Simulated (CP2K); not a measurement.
# CH8ClSi3 (SMILES [CH2][SiH2][SiH2][SiH2]Cl) at MNDOD

Aim: the vertical ionisation energy of CH8ClSi3 at MNDOD, from 2 runs. 

Program for the calculation: CP2K 2026.2.

1 further run of the same task is left out (it didn't finish).

### 1 The molecule

The species is CH8ClSi3 (13 atoms), meant as a doublet with charge 0. As SMILES, `[CH2][SiH2][SiH2][SiH2]Cl`. Geometry: relaxed at GFN2-xTB. This is one conformer, not always the lowest.

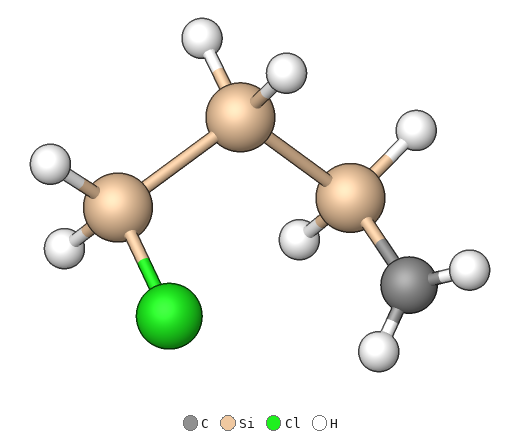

The structure, seen from a chosen angle (carbon grey, silicon light orange, chlorine green, hydrogen white).

### 2 Energy and forces at MNDOD

Contents of molecule.xyz:

```xyz
13

C     -1.461220     1.413370     1.270170
Si    -1.323000    -0.380370     1.007260
Si     0.846660    -0.951960     0.257630
Si     1.373690    -0.122560    -1.840170
Cl     1.161190     1.899330    -1.808320
H     -1.189940     1.885710     2.198430
H     -1.635290     2.100160     0.459260
H     -2.257790    -0.846450    -0.028130
H     -1.591730    -1.121810     2.245280
H      1.845860    -0.516240     1.247250
H      1.022220    -2.414400     0.222900
H      2.733370    -0.353210    -2.332710
H      0.475990    -0.591570    -2.898860
```

Contents of calc.inp:

```
&GLOBAL
 PROJECT_NAME calc
 RUN_TYPE ENERGY_FORCE
 PRINT_LEVEL MEDIUM
&END GLOBAL

&FORCE_EVAL
 METHOD QS
 &DFT
  MULTIPLICITY 2
  UKS T
  # Quickstep
  &QS
   METHOD MNDOD
   EPS_DEFAULT 1.0E-10
   &SE
    &COULOMB
     CUTOFF [angstrom] 50
     RC_RANGE [angstrom] 0
    &END COULOMB
    &EXCHANGE
     CUTOFF [angstrom] 50
     RC_RANGE [angstrom] 0
    &END EXCHANGE
   &END SE
  &END QS
  # isolated system
  &POISSON
   PERIODIC NONE
   POISSON_SOLVER ANALYTIC
  &END POISSON
  &SCF
   SCF_GUESS ATOMIC
   EPS_SCF 1.0E-06
   MAX_SCF 80
   ADDED_MOS 8
   &DIAGONALIZATION
    ALGORITHM STANDARD
   &END DIAGONALIZATION
   &MIXING
    METHOD DIRECT_P_MIXING
    ALPHA 0.4
   &END MIXING
  &END SCF
  # extra output
  &PRINT
   &MOMENTS
    PERIODIC F
    REFERENCE COM
    MAX_MOMENT 1
   &END MOMENTS
   &MO ON
    ENERGIES T
    OCCUPATION_NUMBERS T
    NDIGITS 6
    &EACH
     QS_SCF 0
    &END EACH
    ADD_LAST NUMERIC
   &END MO
   &HIRSHFELD OFF
   &END HIRSHFELD
  &END PRINT
 &END DFT
 &SUBSYS
  # vacuum box
  &CELL
   ABC 13 12.5 13.1
   PERIODIC NONE
  &END CELL
  &TOPOLOGY
   COORD_FILE_NAME molecule.xyz
   COORD_FILE_FORMAT XYZ
   &CENTER_COORDINATES
   &END CENTER_COORDINATES
  &END TOPOLOGY
 &END SUBSYS
 # extra output
 &PRINT
  &FORCES ON
  &END FORCES
 &END PRINT
&END FORCE_EVAL
```

Command:

```sh
OMP_NUM_THREADS=1 cp2k.psmp -i calc.inp -o calc.out
```

Standard output:

```text
CP2K| version string:                                       CP2K version 2026.2
[...]
 GLOBAL| Method name                                                        CP2K
[...]
 GLOBAL| Run type                                                   ENERGY_FORCE
[...]
                             - Atoms:                                         13
[...]
                             - Spherical basis functions:                     48
[...]
 Number of electrons:                                                         16
[...]
     1 P_Mix/Diag. 0.40E+00    0.0     0.41581631       -21.4959222727 -2.15E+01
[...]
    20 DIIS/Diag.  0.20E-06    0.0     0.00000039       -28.1117031706 -3.14E-12
  *** SCF run converged in    20 steps ***
  Core-core repulsion energy [eV]:                           1872.14087670212803
  Core Hamiltonian energy [eV]:                             -1165.45070791250896
  Two-electron integral energy [eV]:                        -2943.29702925037282
  Electronic energy [eV]:                                   -2637.09922253769537
  Total energy [eV]:                                         -764.95834583556757
  Atomic reference energy [eV]:                               765.32797997754392
  Heat of formation [kcal/mol]:                                 8.52396648669998
[...]
 SE_DIPOLE| Moment [Debye]          0.65463665      -0.85645189      -0.83564863
 SE_DIPOLE| Derivative [a.u.]       0.00000000       0.00000000       0.00000000
 ENERGY| Total FORCE_EVAL ( QS ) energy [hartree]            -28.111703170556581
 FORCES| Atomic forces [hartree/bohr]
 FORCES|   Atom     x               y               z               |f|
 FORCES|      1  9.96856938E-03 -5.95552515E-03 -3.75858021E-03   1.22052276E-02
 FORCES|      2  6.16128935E-03 -3.06008648E-02 -8.69354108E-03   3.24029639E-02
 FORCES|      3 -4.06533510E-03 -3.50024726E-03  4.24716429E-03   6.84230113E-03
 FORCES|      4  1.71749906E-03 -1.85981000E-02 -7.30642700E-03   2.00554981E-02
 FORCES|      5 -2.20856816E-03  1.86115874E-02  3.04355920E-03   1.89876858E-02
 FORCES|      6  2.20129782E-04  5.22563501E-03  1.40420071E-02   1.49844480E-02
 FORCES|      7 -6.52413389E-03  8.64982891E-03 -1.02873136E-02   1.49403040E-02
 FORCES|      8  1.28223652E-02  5.85301610E-03  1.21552469E-02   1.86123850E-02
 FORCES|      9  6.29949530E-03  8.41675285E-03 -1.56602461E-02   1.88618312E-02
 FORCES|     10 -1.14554873E-02  9.56432247E-04 -1.24649681E-02   1.69563670E-02
 FORCES|     11 -6.48272478E-03  1.54042585E-02 -1.94663912E-03   1.68257631E-02
 FORCES|     12 -1.30705329E-02 -3.73383453E-03  1.15790456E-02   1.78565015E-02
 FORCES|     13  6.61743400E-03 -7.28939232E-04  1.50506921E-02   1.64573727E-02
[...]
```

Wall time 0.88 s (1 thread of Intel Xeon 6975P-C (Granite Rapids), shared host); peak memory 0.19 GiB.

### 3 The singlet cation at the same level

molecule.xyz is that of step 2.

Contents of job.inp:

```
&GLOBAL
 PROJECT job
 RUN_TYPE ENERGY_FORCE
 PRINT_LEVEL MEDIUM
&END

&FORCE_EVAL
 METHOD QUICKSTEP
 &DFT
  CHARGE 1
  MULTIPLICITY 1
  &QS
   METHOD MNDOD
   EPS_DEFAULT 1.0E-10
   &SE
    &COULOMB
     CUTOFF [angstrom] 50
     RC_RANGE [angstrom] 0
    &END
    &EXCHANGE
     CUTOFF [angstrom] 50
     RC_RANGE [angstrom] 0
    &END
   &END
  &END
  &POISSON
   PERIODIC NONE
   POISSON_SOLVER ANALYTIC
  &END
  ! SCF settings
  &SCF
   SCF_GUESS ATOMIC
   EPS_SCF 1.0E-06
   MAX_SCF 80
   ADDED_MOS 4
   &DIAGONALIZATION
    ALGORITHM STANDARD
   &END
   &MIXING
    METHOD DIRECT_P_MIXING
    ALPHA 0.4
   &END
  &END
  ! extra output
  &PRINT
   &MOMENTS
    PERIODIC F
    REFERENCE COM
    MAX_MOMENT 1
   &END
   &MO ON
    ENERGIES T
    OCCUPATION_NUMBERS T
    NDIGITS 6
    &EACH
     QS_SCF 0
    &END
    ADD_LAST NUMERIC
   &END
   &HIRSHFELD OFF
   &END
  &END
 &END
 &SUBSYS
  ! box in angstrom
  &CELL
   ABC [angstrom] 13 12.5 13.1
   PERIODIC NONE
  &END
  &TOPOLOGY
   COORD_FILE_NAME molecule.xyz
   COORD_FILE_FORMAT XYZ
   &CENTER_COORDINATES
   &END
  &END
 &END
 &PRINT
  &FORCES ON
  &END
 &END
&END
```

Command:

```sh
OMP_NUM_THREADS=1 cp2k.psmp -i job.inp -o job.out
```

Standard output:

```text
CP2K| version string:                                       CP2K version 2026.2
[...]
 GLOBAL| Method name                                                        CP2K
[...]
 GLOBAL| Run type                                                   ENERGY_FORCE
[...]
                             - Atoms:                                         13
[...]
                             - Spherical basis functions:                     48
[...]
 Number of electrons:                                                         30
[...]
     1 P_Mix/Diag. 0.40E+00    0.0     0.81819614       -21.4700630589 -2.15E+01
[...]
    20 DIIS/Diag.  0.24E-06    0.0     0.00000087       -27.7498105745 -1.95E-12
  *** SCF run converged in    20 steps ***
  Core-core repulsion energy [eV]:                           1872.14087670212803
  Core Hamiltonian energy [eV]:                             -1138.16479183354659
  Two-electron integral energy [eV]:                        -2978.17366471476453
  Electronic energy [eV]:                                   -2627.25162419092885
  Total energy [eV]:                                         -755.11074748880117
  Atomic reference energy [eV]:                               765.32797997754392
  Heat of formation [kcal/mol]:                               235.61499718401822
[...]
 SE_DIPOLE| Moment [Debye]          6.01305934      -2.34217447      -6.58778486
 SE_DIPOLE| Derivative [a.u.]       0.00000000       0.00000000       0.00000000
 ENERGY| Total FORCE_EVAL ( QS ) energy [hartree]            -27.749810574477188
 FORCES| Atomic forces [hartree/bohr]
 FORCES|   Atom     x               y               z               |f|
 FORCES|      1  1.12857092E-02  2.53633571E-03 -3.36687940E-03   1.20472449E-02
 FORCES|      2 -2.52178119E-03 -6.40556974E-02 -8.46223715E-03   6.46614353E-02
 FORCES|      3  2.12883453E-02 -4.81552855E-03 -3.33128456E-04   2.18287410E-02
 FORCES|      4  2.92286598E-03 -9.49325621E-03 -2.47432202E-02   2.66625581E-02
 FORCES|      5 -3.44707535E-03  1.56241694E-02  6.13754791E-03   1.71367001E-02
 FORCES|      6  1.54324123E-03  9.97684473E-03  2.05350166E-02   2.28824371E-02
 FORCES|      7 -8.75612265E-03  1.48000665E-02 -1.50352374E-02   2.28422857E-02
 FORCES|      8  1.24199546E-02  1.11109862E-02  1.06924004E-02   1.97999170E-02
 FORCES|      9  6.16772974E-03  1.31732637E-02 -1.30913666E-02   1.95693548E-02
 FORCES|     10 -1.68893687E-02  2.28199156E-03 -9.83581794E-03   1.96774382E-02
 FORCES|     11 -1.52913454E-02  1.60814081E-02  2.33176840E-03   2.23130920E-02
 FORCES|     12 -1.35119385E-02 -5.64554329E-03  1.65577310E-02   2.21043683E-02
 FORCES|     13  4.78978574E-03 -1.57504038E-03  1.86134229E-02   1.92842503E-02
[...]
```

It took 0.88 s on 1 thread of Intel Xeon 6975P-C (Granite Rapids), shared host; peak memory 0.19 GiB.

### 4 Summary of results

At MNDOD:

```
                                                   quantity           value
                             doublet CH8ClSi3: total energy    -28.11170 Eh
                            doublet CH8ClSi3: dipole moment          1.36 D
       doublet CH8ClSi3: HOMO energy (highest over α and β)       -10.39 eV
        doublet CH8ClSi3: LUMO energy (lowest over α and β)        -0.68 eV
doublet CH8ClSi3: heat of formation at this unrelaxed shape    8.5 kcal/mol
                 doublet CH8ClSi3: largest force on an atom      1.666 eV/Å
                               singlet cation: total energy    -27.74981 Eh
                                singlet cation: HOMO energy       -15.16 eV
                                singlet cation: LUMO energy        -8.92 eV
                              singlet cation: HOMO–LUMO gap         6.24 eV
  singlet cation: heat of formation at this unrelaxed shape  235.6 kcal/mol
                   singlet cation: largest force on an atom      3.325 eV/Å
         vertical ionisation energy (to the singlet cation)        9.848 eV
```

Removing an electron at fixed nuclei costs 9.85 eV (950 kJ/mol). The largest force (doublet CH8ClSi3) is 1.67 eV/Å: the shape isn't a stationary point for this species at this level. Only the singlet of the ionised species was computed; a triplet could lie lower.
